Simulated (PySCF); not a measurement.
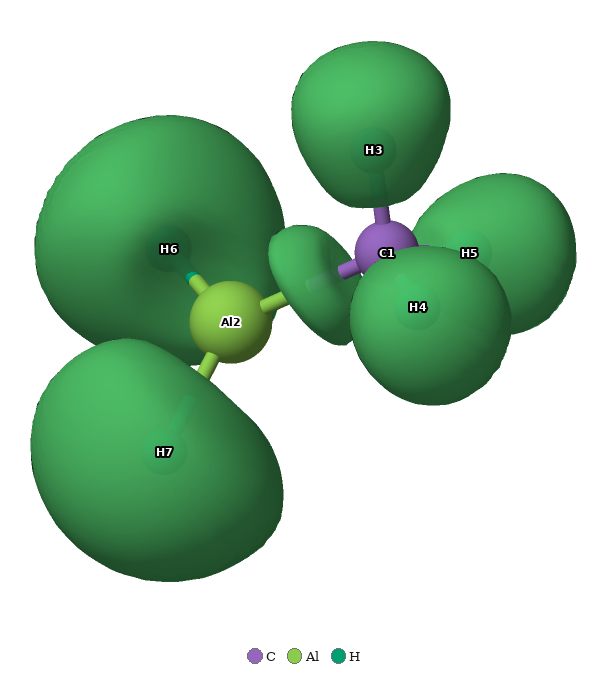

*CH5Al (SMILES [CH3][AlH2]). Isosurface of the electron localisation function at 0.85 (green), seen at an oblique angle. Only the valence region is drawn (cores and ρ < 0.01 e/Å³ removed).*

Geometry: PBE0-D3(BJ)/ma-def2-SVP.

These are results of PySCF 2.14.0, density-fitted response routines, DFT single point, gas phase, functional B3LYP, not measurements.

```json
{"atom": "C", "x (Å)": "-0.0374", "y (Å)": "-0.0044", "z (Å)": "-0.9035"}
{"atom": "Al", "x (Å)": "0.0564", "y (Å)": "-0.0174", "z (Å)": "1.0503"}
{"atom": "H", "x (Å)": "0.7057", "y (Å)": "0.6895", "z (Å)": "-1.3336"}
{"atom": "H", "x (Å)": "0.1228", "y (Å)": "-0.9962", "z (Å)": "-1.3548"}
{"atom": "H", "x (Å)": "-1.0234", "y (Å)": "0.3609", "z (Å)": "-1.2417"}
{"atom": "H", "x (Å)": "-0.0572", "y (Å)": "1.3530", "z (Å)": "1.8569"}
{"atom": "H", "x (Å)": "0.2380", "y (Å)": "-1.3757", "z (Å)": "1.8646"}
```

Where are the electrons localised?

The surface consists of one region between bonded Al–C atoms (shared pairs) and five regions around hydrogen nuclei.

Values along the shortest contacts:
C–Al (1.96 Å): the ELF peaks at about 0.95 between the atoms: a polar covalent bond. C–H (1.10 Å): the ELF climbs to about 1 towards the hydrogen, as it does in any bond to H: an ordinary covalent bond to hydrogen.
